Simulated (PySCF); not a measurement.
# DyOF: other functionals and bases at one geometry

Aim: see how levels, charges and forces of DyOF depend on the level of theory. The structure is generated, not taken from experiment.

The runs use PySCF 2.14.0; several levels, as the steps say, no spin–orbit coupling.

1 further run of the same task is left out (for a known fault of the program).

## Step 1: The system as given

3 atoms, charge 0, spin multiplicity 1.

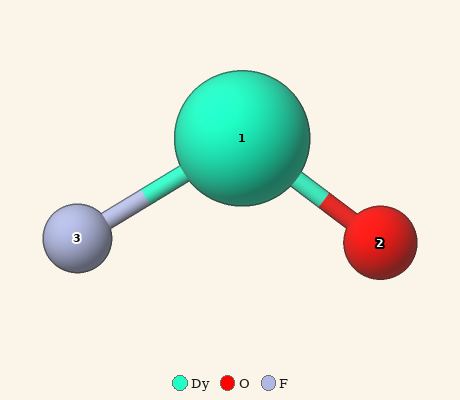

The structure; dysprosium teal, oxygen red, fluorine light blue; atoms are numbered from 1 in the order of the file.

As a file:

```xyz
3
DyFO
Dy    0.0288    0.0000   -0.3311
O     1.5280    0.0000    0.7097
F    -1.6620    0.0000    0.7911
```

Formal oxidation states: Dy +3. Each metal's 9 4f electrons lie in its core potential, so multiplicities, spins and levels count the valence alone. An earlier session relaxed this geometry at PBE0, Dy lcecp-1-SVP with ECP55, O def2-SVP, F def2-SVP (singlet, point group Cs).

At PBE0 on the finer grid: E = -211.909942 Eh, HOMO -6.63 eV, LUMO -2.40 eV, Mulliken charge on Dy1 +0.90 e, largest force component 0.015 eV/Å. 

Levels to run: wB97X; HF; PBE0, TZVP. Hardware: 2 threads of Arm Neoverse V1, shared host.

## Step 2: wB97X

The input, run.py (the lines that set the calculation):

```python
mol = gto.M(atom='''
Dy     0.02881     0.00000    -0.33105
O      1.52805     0.00000     0.70975
F     -1.66199     0.00000     0.79110''',
    basis={'Dy': 'lcecp-1-SVP', 'O': 'def2-SVP', 'F': 'def2-SVP'},
    ecp={'Dy': 'lcecp-1-SVP'},
    charge=0, spin=0)
mf = dft.RKS(mol, xc='WB97X')
mf.grids.atom_grid = (75, 302)  # f atoms: unpruned, at least (60, 302)
mf = mf.density_fit()  # fitting sets: Dy AutoAux, O def2-universal-JKFIT, F def2-universal-JKFIT
mf.conv_tol = 1e-08; mf.max_cycle = 55
mf.kernel(dm0)  # dm0: the density of the relaxed state
```

On the command line:

```
$ OMP_NUM_THREADS=2 python run.py
```

## Step 3: HF

Edit run.py (the lines that set the calculation) of step 2 so:

```diff
@@ -7,4 +7,3 @@
     charge=0, spin=0)
-mf = dft.RKS(mol, xc='WB97X')
-mf.grids.atom_grid = (75, 302)  # f atoms: unpruned, at least (60, 302)
+mf = scf.RHF(mol)
 mf = mf.density_fit()  # fitting sets: Dy AutoAux, O def2-universal-JKFIT, F def2-universal-JKFIT
```

## Step 4: PBE0, TZVP

Basis: Dy lcecp-1-TZVP with ECP55, O def2-TZVP, F def2-TZVP. 

The input, run.py (the lines that set the calculation):

```python
mol = gto.M(atom='''
Dy     0.02881     0.00000    -0.33105
O      1.52805     0.00000     0.70975
F     -1.66199     0.00000     0.79110''',
    basis={'Dy': 'lcecp-1-TZVP', 'O': 'def2-TZVP', 'F': 'def2-TZVP'},
    ecp={'Dy': 'lcecp-1-TZVP'},
    charge=0, spin=0)
mf = dft.RKS(mol, xc='PBE0')
mf.grids.atom_grid = (75, 302)  # f atoms: unpruned, at least (60, 302)
mf = mf.density_fit()  # fitting sets: Dy AutoAux, O def2-universal-JKFIT, F def2-universal-JKFIT
mf.conv_tol = 1e-08; mf.max_cycle = 55
mf.kernel(dm0)  # dm0: free metal ions and neutral atoms
```

Q: Predict the outcome of this session. Wanted: for each run, HOMO; gap; charge on Dy1; dipole; largest force.

As calculated:

| level | state | HOMO (eV) | gap (eV) | charge on Dy1 (e) | dipole (D) | largest force (eV/Å) | basis functions | time |
| --- | --- | --- | --- | --- | --- | --- | --- | --- |
| PBE0 (relaxed here) | singlet | -6.63 | 4.23 | 0.90 | 7.59 | 0.01 | 61 | 3.1 s |
| wB97X | singlet | -8.89 | 8.30 | 0.91 | 7.95 | 0.32 | 61 | 2 s |
| HF | singlet | -10.15 | 9.49 | 1.28 | 9.05 | 0.66 | 61 | 0.9 s |
| PBE0, TZVP | singlet | -6.62 | 4.23 | 1.29 | 7.85 | 0.19 | 109 | 4.8 s |

Times are on 2 threads of Arm Neoverse V1, shared host; the first row also made further properties.

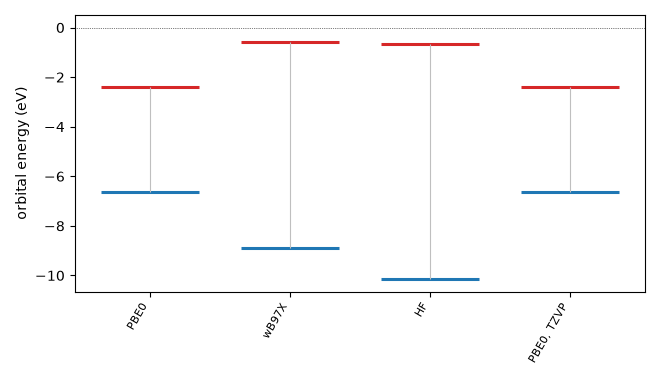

Highest filled and lowest empty level, method by method.

In one basis the HOMO–LUMO gap runs from 4.23 eV (PBE0) to 9.49 eV (HF). The largest leftover force, 0.66 eV/Å with HF, stands at a geometry relaxed at another level. The Mulliken charge on Dy spans +0.90 to +1.29 e over the levels. With 4f in the core, its levels are missing from HOMO and gap. Total energies of different levels can't be compared. Spin–orbit coupling is left out throughout.
